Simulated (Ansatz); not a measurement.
## Electronic structure of C2H5FOSi (SMILES FC=CO[SiH3]) in real space

```xyz
10

F    -2.6526    0.8400    0.3339
C    -1.4990    1.1273    0.9432
C    -0.3369    0.5724    0.5765
O    -0.2469   -0.3205   -0.4388
Si    1.1597   -1.0772   -0.9565
H    -1.5843    1.8490    1.7596
H     0.5758    0.8520    1.1197
H     0.7539   -1.9541   -2.0818
H     1.7556   -1.8788    0.1544
H     2.1578   -0.0612   -1.4073
```

All numbers below come from Ansatz, RKS r2SCAN/def2-SVP.

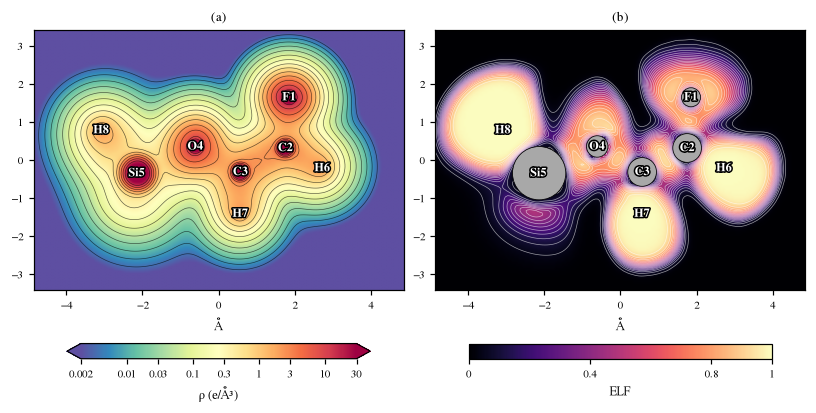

Figure 1. (a) electron density; (b) electron localisation function on the plane of atoms O4, C3 and H7. Grey discs cover the atomic cores in the ELF map.

What does the map show?

The plane passes through F, C, O, Si and H nuclei.
C–F (1.34 Å): ρ at the midpoint is about 2.3 e/Å³; the ELF peaks at about 0.85 between the atoms (a polar covalent bond).
C–C (1.34 Å): ρ at the midpoint is about 2.3 e/Å³; the ELF peaks at about 0.95 between the atoms: a short, multiple covalent bond.
C–O (1.36 Å): ρ at the midpoint is about 2.3 e/Å³, with its minimum of 1.9 e/Å³ about 0.5 Å from C; the ELF peaks at about 0.90 between the atoms (a polar covalent bond).
Si–O (1.68 Å): ρ at the midpoint is about 1 e/Å³; the ELF peaks at about 0.85 between the atoms, as expected for a shared but strongly polarised pair.
C–H (1.09 Å): the density is about 2 e/Å³ at the midpoint; the ELF climbs to about 1 towards the hydrogen, as it does in any bond to H (a covalent bond by its length).
The ELF also peaks beside F1, away from the bonds: lone-pair regions.

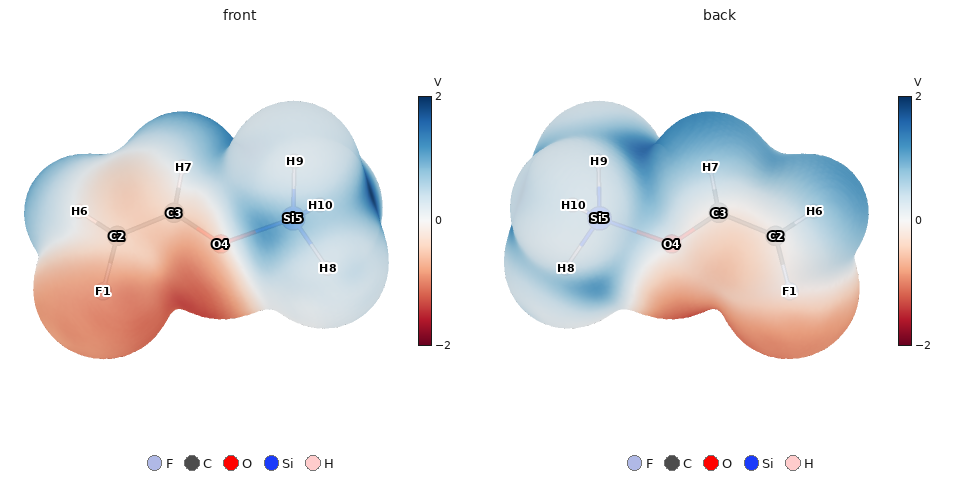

Figure 2. The electrostatic potential painted on the density surface at 0.002 e/bohr³, seen from the front and from behind; red is negative and blue positive.

Which sites attract a positive test charge, and which a negative one?

A positive charge is drawn to the negative regions and a negative charge to the positive ones. The most negative region (about −1.3 V) lies over F1 and O4, the most positive (about +1.7 V) over Si5.

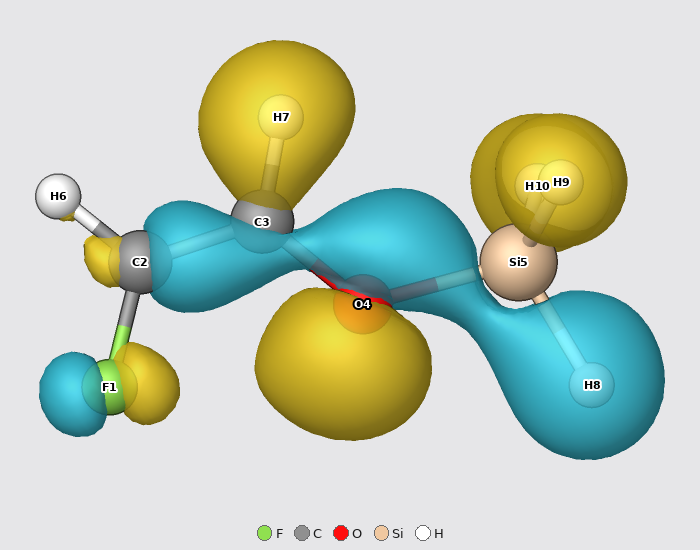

Figure 3. The HOMO−1 at ±0.1 Å⁻³ᐟ² (yellow and cyan are the two phases), seen across its widest extent.

Describe this orbital and give its energy.

Its weight (Hirshfeld) is mainly on O4 (about 45 %), Si5 (about 15 %), C3 (about 10 %), H8 (about 5 %) and H7 (about 5 %). Its energy is −8.18 eV.
